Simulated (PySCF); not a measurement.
```
atom    x (Å)    y (Å)    z (Å)
   C  -2.2252   1.7227   0.5249
   C  -1.6389   0.7660  -0.1672
   C  -1.0714  -0.4865   0.4452
   C   0.3978  -0.5531   0.2052
   F   1.1135   0.3718   0.9807
   C   1.1545  -1.2723  -0.6057
  Ga   3.0258  -0.6593  -0.1905
   F   4.0768  -1.7921   0.6258
   H  -2.3414   1.6609   1.5946
   H  -2.6180   2.6062   0.0523
   H  -1.5208   0.8442  -1.2397
   H  -1.2609  -0.4887   1.5208
   H  -1.5363  -1.3656  -0.0055
   H   0.7053  -2.0202  -1.2412
   H   3.7349   0.6740  -0.4639
```

Geometry: GFN2-xTB.

Theory: PySCF 2.14.0, B3LYP/def2-SVPD, SCF density, gas phase.

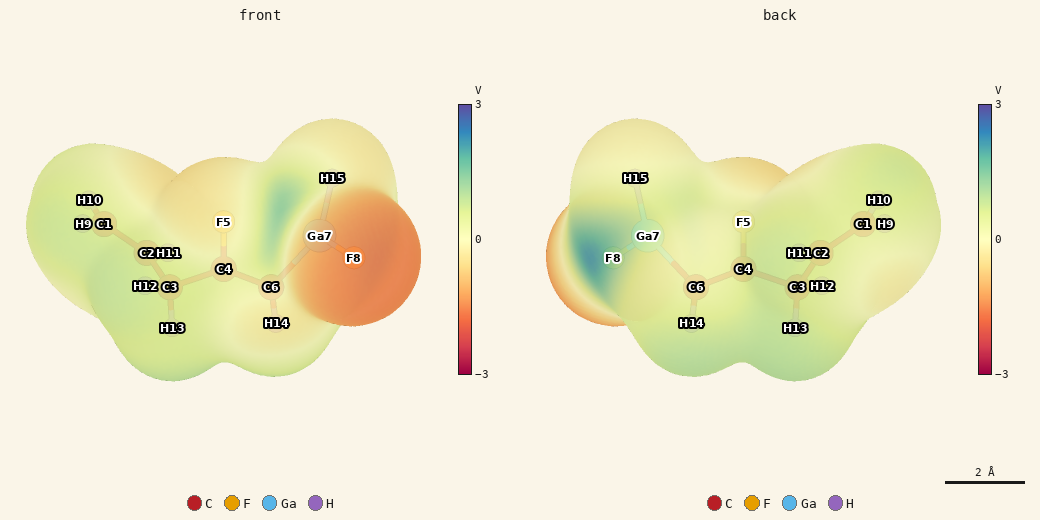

C5H7F2Ga. The electrostatic potential painted on the density surface at 0.001 e/bohr³, seen from the front and from behind; the colour scale runs from red (negative) to blue (positive).

### Where is the surface potential most negative and most positive?

The most negative region (about −1.6 V, or −37 kcal/mol for a unit charge) lies over F8, the most positive (about +2.0 V, or +46 kcal/mol for a unit charge) over Ga7.
